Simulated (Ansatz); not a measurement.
## Electronic structure of CH4AlClSe (SMILES Cl[CH2][AlH][SeH]) in real space

Input file:

```
crystal:
  periodic: [false, false, false]
  atoms:
    - { symbol: Cl, position_ang: [-1.4834, 1.3357, 0.849] }
    - { symbol: C, position_ang: [0.1984, 1.1935, 0.4883] }
    - { symbol: Al, position_ang: [0.4705, -0.4549, -0.5963] }
    - { symbol: Se, position_ang: [-1.2745, -1.845, -1.208] }
    - { symbol: H, position_ang: [0.7662, 1.1164, 1.4252] }
    - { symbol: H, position_ang: [0.5592, 2.0923, -0.0851] }
    - { symbol: H, position_ang: [2.0117, -0.8543, -1.019] }
    - { symbol: H, position_ang: [-1.1559, -2.6408, 0.0901] }
basis:
  gaussian:
    orbitals: def2-SVPD
hamiltonian:
  xc: pbe0
output:
  orbitals: {}
```

Command:

```sh
python
```

Computed with SCF PBE0, Gaussian basis in Ansatz.

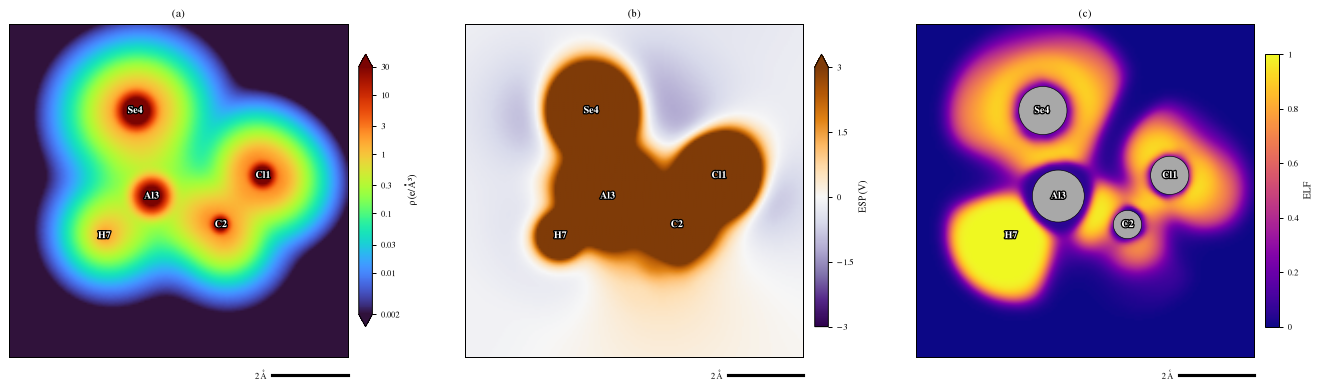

Figure 1. (a) total electron density; (b) electrostatic potential; (c) ELF on the plane of atoms Se4, Al3 and H7. Grey discs cover the atomic cores in the ELF map.

Interpret the plot.

Answer. The section cuts through Cl, C, Al, Se and H sites. C–Cl (1.73 Å): ρ is about 1.4 e/Å³ halfway; the ELF peaks at about 0.90 between the atoms, as expected for a covalent bond. C–Al (1.99 Å): ρ at the midpoint is about 0.71 e/Å³; the ELF peaks at about 0.95 between the atoms; a shared but strongly polarised pair. Al–Se (2.31 Å): the density is about 0.62 e/Å³ at the midpoint; the ELF peaks at about 0.90 between the atoms (a shared but strongly polarised pair). Al–H (1.65 Å): ρ is about 0.49 e/Å³ halfway; the ELF climbs to about 1 towards the hydrogen. The ELF also peaks beside Cl1 and Se4, away from the bonds: lone-pair regions. Outside the dense part of the molecule the potential is most negative (−1.2 V) near Se4.

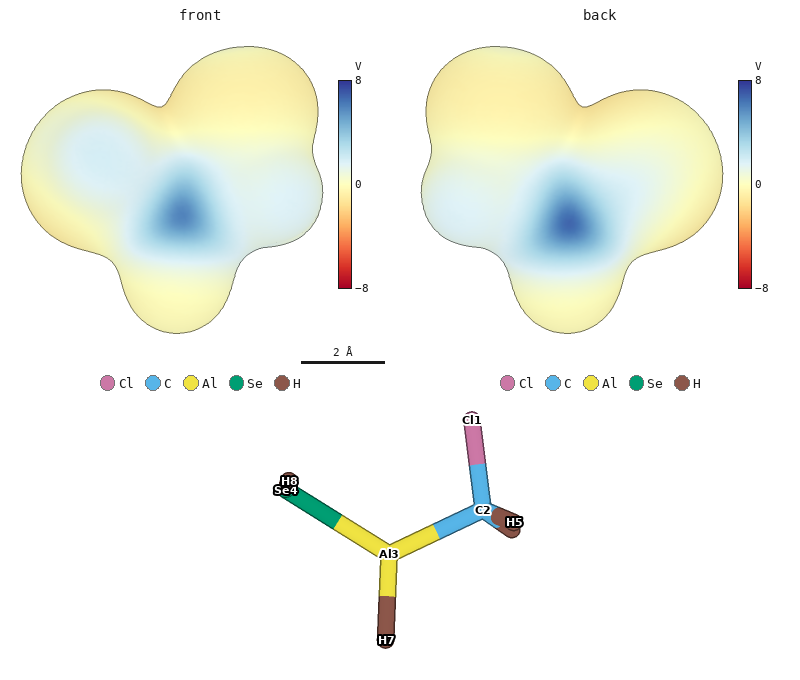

Figure 2. The molecular electrostatic potential painted on the density surface at 0.004 e/bohr³, seen from the front and from behind; the colour scale runs from red (negative) to blue (positive). The bare structure is drawn below in the same view.

Describe the electrostatic potential map.

Answer. The most negative region (about −1.1 V) lies over Cl1 and Se4, the most positive (about +6.0 V) over Al3. Cl1 shows a σ-hole: about +0.5 V at the tip opposite its bond, against about −0.7 V on its flanks.

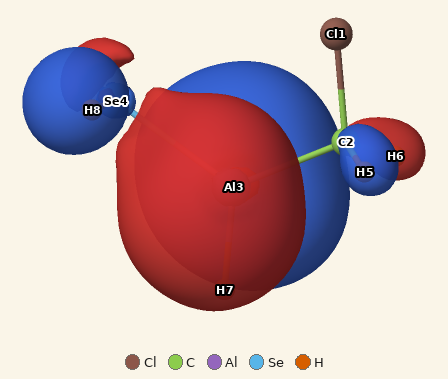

Figure 3. One frontier orbital at ±0.08 Å⁻³ᐟ² (red and blue are the two phases), seen at a tilt.

Which orbital is it: HOMO or LUMO?

Answer. The LUMO, at −1.91 eV. It lies mainly on Al3 (about 65 %), Se4 (about 15 %) and H8 (about 5 %).
